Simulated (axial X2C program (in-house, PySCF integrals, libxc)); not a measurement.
# SiF⁺: bond curves with and without spin–orbit coupling

What are the state, bond length, wavenumber and bond energy of SiF⁺, and what does spin–orbit coupling change?

Program: an in-house X2C program for linear molecules on PySCF integrals. Level of theory: all-electron X2C, Si dyall-v3z, F dyall-av3z. These are calculated values, not measurements.

### 1 Input

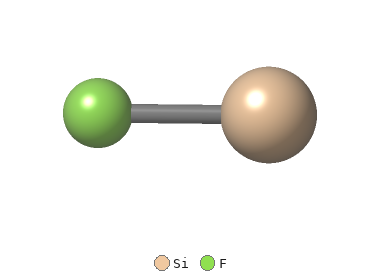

The two atoms at 1.800 Å (silicon light orange, fluorine green).

The input, task.json:

```json
{
 "zs": [
  14,
  9
 ],
 "q": 1,
 "bas": [
  "dyall-v3z",
  "dyall-av3z"
 ],
 "levels": [
  "PBE0",
  "HF",
  "B3LYP"
 ],
 "cc": true,
 "r0": 1.8,
 "thr": -2.0,
 "nmax": 90,
 "npts": 10,
 "nst": 2,
 "ntry": 6
}
```

Keys: zs atomic numbers; q charge; bas basis sets; levels methods (HF also brings MP2); cc coupled cluster on or off; r0 starting distance in Å; thr threshold in hartree for freezing inner shells (an s shell follows its p shell); nmax most natural virtual spinors; npts points asked for on the curve; nst determinants followed; ntry starts of the search.

Started as:

```
$ python so2c.py task.json out
```

Spin-free means the one-electron spin-free X2C Hamiltonian; two-component (2c) means X2C with spin–orbit coupling and atomic mean-field two-electron Coulomb and Gaunt terms. Basis: Si dyall-v3z contracted to [8s7p2d1f], F dyall-av3z contracted to [7s6p3d2f]; Gaussian nuclei, density fitting. Masses: Si 27.977 u, F 18.998 u.

Notation: σ, π±, δ± give the projection m of an orbital's angular momentum (0, ±1, ±2), α and β its spin, Λ and M_S the sums; ω is the projection of a spinor's total angular momentum and Ω the sum. Logs are in hartree.

Further steps of the session: PBE0, spin-free; HF, spin-free; B3LYP, spin-free; MP2 and beyond, spin-free; PBE0, 2c; HF, 2c; B3LYP, 2c; Correlated methods, 2c.

What does the calculation give? Wanted: for each run, Hamiltonian; Re; ωe; De; μ.

As calculated:

Lowest determinant that the search found at its distance, spin-free: M_S = 0, Λ = 0 (closed shell).

Lowest determinant that the search found at its distance, 2c: Ω = 0 (closed shell).

```tsv
Hamiltonian	level	Re (Å)	ωe (cm⁻¹)	De (eV)	μ (D)
spin-free	PBE0	1.547	1019	6.59	-3.49
spin-free	HF	1.521	1096	4.79	-3.56
spin-free	MP2	1.551	1018	7.00	n/a
spin-free	CCSD	1.543	1040	6.49	n/a
spin-free	CCSD(T)	1.549	1021	6.65	n/a
spin-free	B3LYP	1.553	1001	6.63	-3.58
2c	PBE0	1.547	1019	6.59	-3.49
2c	HF	1.521	1096	4.71	-3.56
2c	MP2	1.552	1018	6.97	n/a
2c	CCSD	1.543	1041	6.46	n/a
2c	CCSD(T)	1.549	1022	6.62	n/a
2c	B3LYP	1.553	1001	6.63	-3.58
```

Dipoles are positive if F is the positive end and refer to the centre of mass.

In words: At CCSD(T), going from spin-free to two-component changes Re by 0 mÅ, ωe by +0.1 %; the spin-free picture holds up (part of it comes from the scalar share of the two-electron terms). De moves by -0.03 eV; both De rest on single-determinant atoms, which can miss part of an open shell's spin–orbit lowering.

De refers to Si+ + F, each in the lowest determinant found, which need not be this curve's own limit. The state is a single determinant with fixed occupations, the lowest that a limited PBE0 search found. Closed shells are restricted here (equal orbitals for both partners), which fails at long range if the bond breaks into open shells. Dissociation energies refer to the lowest single-determinant-based atoms at the same level and basis. CCSD and (T) use frozen natural virtuals with an MP2 correction for the truncation.
